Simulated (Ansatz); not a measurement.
# C2H6AlNO: a changed input and its effect

System: C2H6AlNO.
Method of run 1: RKS wB97X-V/def2-TZVPP (Ansatz 0.2.0).

The geometry comes from this level: PBE0-D4/def2-TZVP. Text and figures count atoms from 1; the logs count them from 0 in places.

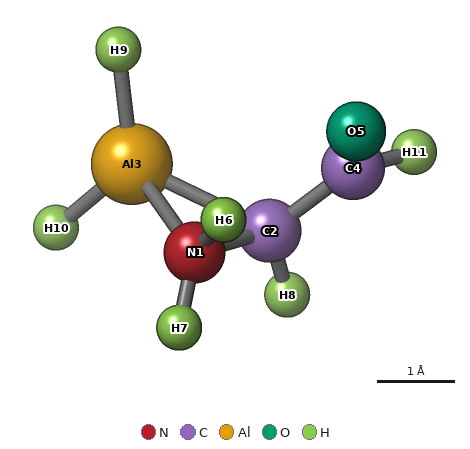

The input geometry (ball-and-stick view, seen at a tilt; atoms are numbered from 1 in the order of the input). Sticks mark near contacts.

### Input file, run 1
```yaml
crystal:
  periodic: [false, false, false]
  atoms:
    - {symbol: N, position_ang: [-0.064556, 0.849971, 0.701265]}
    - {symbol: C, position_ang: [0.151305, 0.232657, -0.639435]}
    - {symbol: Al, position_ang: [1.126991, -0.704116, 0.850230]}
    - {symbol: C, position_ang: [-1.057832, -0.363245, -1.144212]}
    - {symbol: O, position_ang: [-2.086541, -0.439638, -0.494870]}
    - {symbol: H, position_ang: [-1.057824, 0.739942, 0.919064]}
    - {symbol: H, position_ang: [0.216374, 1.818259, 0.769444]}
    - {symbol: H, position_ang: [0.766132, 0.803255, -1.327049]}
    - {symbol: H, position_ang: [0.430087, -1.953165, 1.515239]}
    - {symbol: H, position_ang: [2.631370, -0.244973, 1.030981]}
    - {symbol: H, position_ang: [-0.990206, -0.796148, -2.160057]}
basis:
  gaussian: {orbitals: def2-TZVPP}
hamiltonian: {xc: {name: wB97X-V}}
output: {orbitals: {seedname: orbitals}}
```

Command:
```bash
ansatz run in.yaml --threads 4 --pin off --events-out ev --progress --plain --max-ram 10444MiB
```

Hardware: 4 threads of Arm Neoverse V2, 23 GiB of memory available, shared host.

### Output (run 1)
```
Functional definition: wB97X-V
  parameter omega = 0.3/bohr
  parameter cx = 0.167
  parameter cx1 = 0.603
  parameter cx2 = 1.194
  parameter css0 = 0.556
  parameter css1 = -0.257
  parameter cos0 = 1.219
  parameter cos1 = -1.850
  parameter b = 6.0
  parameter c = 0.01
  exchange = spin_sum(e_x_unif_sr(omega)*poly(b97_u_x, 1 - cx, cx1, cx2)) + cx*exact_x_sr(omega) + exact_x_lr(omega)
  correlation = spin_sum(e_c_pw_same_spin*poly(b97_u_same, css0, css1))
      + integral(e_c_pw_opposite_spin*poly(b97_u_opposite, cos0, cos1)) + vv10(b, c)
1308 factors; their error is unknown
324 factors; integrals over basis functions are off by at most 1.1e-5 eV
mean field evaluation 1: about -12299.5456 eV, gradient 5.4e1 eV
mean field evaluation 2: about -12299.5317 eV, gradient 5.8e1 eV
mean field evaluation 4: about -12305.1865 eV, gradient 3.5e0 eV
mean field evaluation 8: about -12305.2191 eV, gradient 9.4e-2 eV
mean field evaluation 16: about -12305.2197 eV, gradient 1.6e-4 eV
mean field -12305.21973393 eV, -452.2084844443 hartree, gradient 6.6e-5 eV, S^2 0.000000; 0 other end points of the search recorded, 0 dependent functions left out
reference -12305.21973168 eV, -452.2084843616 hartree; 23, 23 occupied and 227, 227 virtual orbitals, 1308 factors
Total energy: -12305.21973168 eV, -452.2084843616 hartree
```

The input of run 2 differs as follows (lines with − go, lines with + come):
```diff
-hamiltonian: {xc: {name: wB97X-V}}
+hamiltonian: {xc: pbe0, dispersion: d4}
```

How does run 2 compare with run 1?

The total energies belong to different models, so their difference says nothing on which is more stable or more accurate. The HOMO goes from −9.43 to −7.13 eV. The LUMO goes from 1.45 to −0.53 eV. On the same kind of shared host run 2 took about 0.36 times as long.

### Output (run 2)
```
Functional definition: PBE0
  parameter a = 0.25
  parameter kappa = 0.804
  parameter beta = 0.06672455060314922
  exchange = (1 - a)*pbe_x(kappa = kappa, mu = beta*pi^2/3) + a*exact_x
  correlation = pbe_c(beta = beta)
1320 factors; their error is unknown
mean field evaluation 1: about -12290.4561 eV, gradient 6.3e1 eV
mean field evaluation 2: about -12280.5638 eV, gradient 9.3e1 eV
mean field evaluation 4: about -12298.2706 eV, gradient 8.6e0 eV
mean field evaluation 8: about -12298.4091 eV, gradient 1.2e-1 eV
mean field evaluation 16: about -12298.4232 eV, gradient 2.1e-4 eV
mean field -12298.42316739 eV, -451.9587152309 hartree, gradient 3.3e-5 eV, S^2 0.000000; 0 other end points of the search recorded, 0 dependent functions left out
reference -12298.42320284 eV, -451.9587165336 hartree; 23, 23 occupied and 227, 227 virtual orbitals, 1320 factors
Total energy: -12298.61306156 eV, -451.9656937128 hartree
```

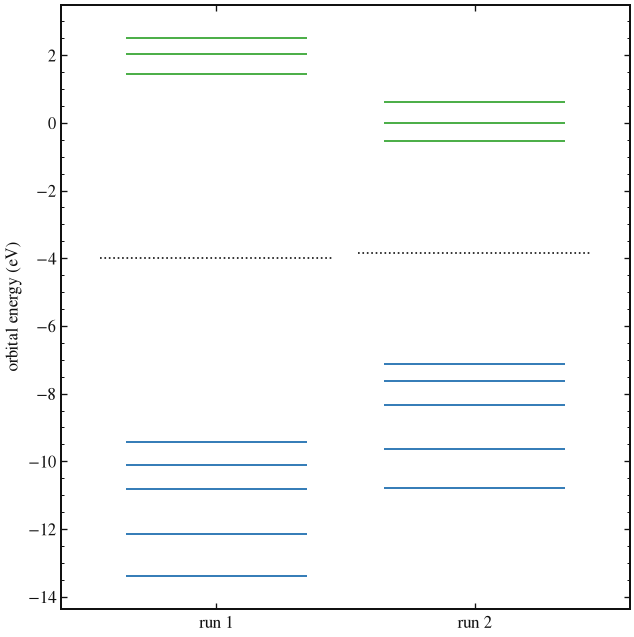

The five highest filled and three lowest empty orbital energies of the two runs; the dotted lines part filled from empty levels. The HOMO–LUMO gap is 10.88 eV in run 1 and 6.60 eV in run 2.

### The two runs side by side

| quantity | run 1 | run 2 |
| --- | --- | --- |
| outcome | converged | converged |
| total energy (hartree) | −452.208484 | −451.965694 |
| HOMO (eV) | −9.43 | −7.13 |
| LUMO (eV) | 1.45 | −0.53 |
| basis functions | 250 | 250 |
| wall time (shared host) | 6 s | 2.2 s |
